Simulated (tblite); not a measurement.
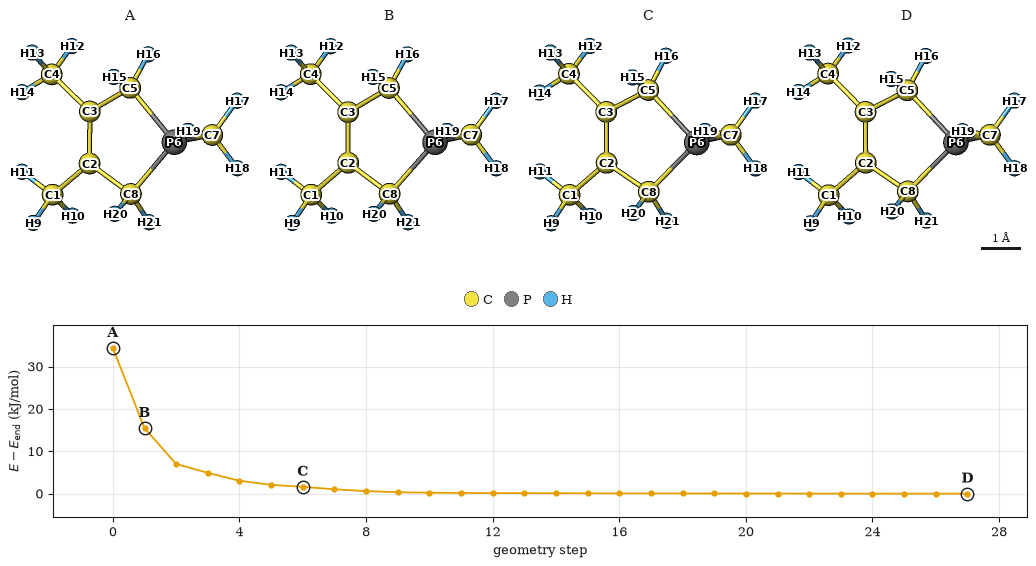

Frames of a relaxation of C7H13P, marked on the history of the run. A ball-and-stick model, seen from a free direction.

Level of theory: GFN2-xTB geometry optimisation, gas phase in tblite. 

Question: What happens along the run?

Answer: The atom that moves furthest after the best rigid fit is P6 (0.14 Å). By element the largest moves are P 0.14 Å, H 0.10 Å, C 0.07 Å. Among the contacts that change: C5–P6 1.821 → 1.864 Å, C2–C3 1.356 → 1.329 Å, C3–C5 1.488 → 1.506 Å, C4–H12 1.106 → 1.090 Å. Bond angles that change, for instance: C5–P6–C8 99.0° → 90.1°, C2–C8–P6 100.2° → 107.2°, C5–P6–C7 100.6° → 97.3°. After 27 geometry steps the energy has fallen by 34.4 kJ/mol. From step 0 to 1: P6 moves most (0.05 Å), energy −18.9 kJ/mol. From step 1 to 6: P6 moves most (0.08 Å), energy −13.9 kJ/mol. From step 6 to 27: H19 moves most (0.06 Å), energy −1.61 kJ/mol.

| step | E − E(0), kJ/mol |
| --- | --- |
| 0 | 0.00 |
| 1 | -18.89 |
| 2 | -27.34 |
| 3 | -29.45 |
| 4 | -31.31 |
| 5 | -32.27 |
| 6 | -32.74 |
| 7 | -33.32 |
| 8 | -33.76 |
| 9 | -34.02 |
| 10 | -34.13 |
| 11 | -34.18 |
| 12 | -34.21 |
| 13 | -34.23 |
| 14 | -34.25 |
| 15 | -34.27 |
| 16 | -34.29 |
| 17 | -34.29 |
| 18 | -34.30 |
| 19 | -34.30 |
| 20 | -34.32 |
| 21 | -34.33 |
| 22 | -34.34 |
| 23 | -34.34 |
| 24 | -34.35 |
| 25 | -34.35 |
| 26 | -34.35 |
| 27 | -34.36 |
